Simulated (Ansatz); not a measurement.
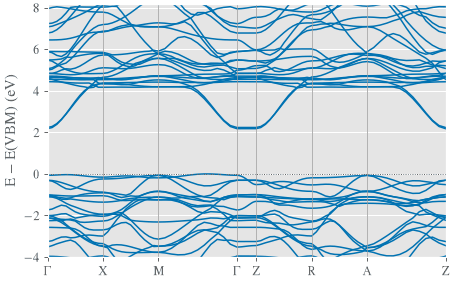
*Band structure from LDA in the plane-wave PAW code Ansatz*

Problem. Read off the gap and where the band edges lie.

Solution. About 2.2 eV (2.18 eV by a search for the band edges); maximum on the M–Γ line, 61 % of the way from M, minimum at Γ.

The material is RbLaTa2O7 in space group P4/mmm (No. 123; Pearson symbol tP11).

The first step of the workflow began from a Materials Project structure, measured or hypothetical; the Crystallography Open Database copy checked does not list it. Whether it is the stable phase at ambient conditions was not checked. Symmetry was held in the LDA relaxation. At this level the phase is dynamically unstable (imaginary phonons). No spin polarisation was allowed. Spin–orbit coupling is left out wherever it is not named.

Potentials: the later of the program's two PAW sets.
